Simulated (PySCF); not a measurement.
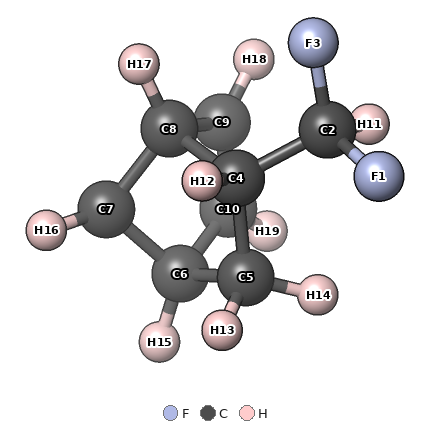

First-order isotropic EPR spectrum (fast tumbling, first derivative) of C₈H₉F₂, SMILES FC(F)[C@@H]1C[C@H]2[CH][C@@H]1C=C2, doublet at 9.50 GHz, Lorentzian lines of 0.03 mT full width at half height, from computed g and hyperfine couplings (B3LYP/pcH-1 (IGLO-III on C and IGLO-III on F) with PySCF 2.14.0, at a PBE0-D3(BJ)/def2-SVP geometry (no frequency check), gas phase); values of one conformer, averaged over methyl-type rotors alone; other conformers aren't averaged in; no vibrational averaging; dilute isotopes left out. The SMILES is one Lewis form and needn't show where the spin sits.

Question: Give g and the hyperfine couplings.

Answer: g_iso = 2.0024, which centres the spectrum at 339.0 mT; it spans 3.6 mT.

```csv
nuclei,isotope,a (mT),a (MHz)
H16,¹H,−1.15,−32.2
F1,¹⁹F,1.04,29.2
H14,¹H,0.76,21.2
H17,¹H,0.18,5.1
H15,¹H,0.18,4.9
H18,¹H,−0.08,−2.1
H19,¹H,−0.06,−1.7
H13,¹H,−0.04,−1.2
F3,¹⁹F,−0.04,−1.1
H12,¹H,0.01,0.4
H11,¹H,−0.01,−0.3
```

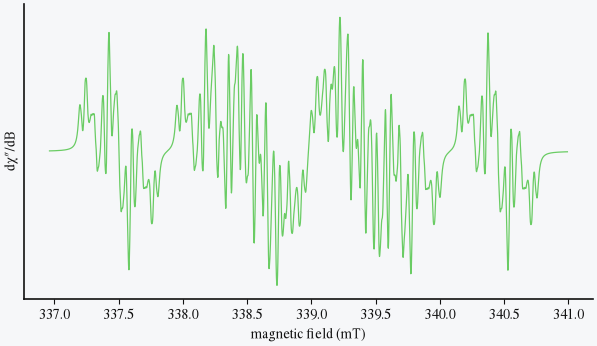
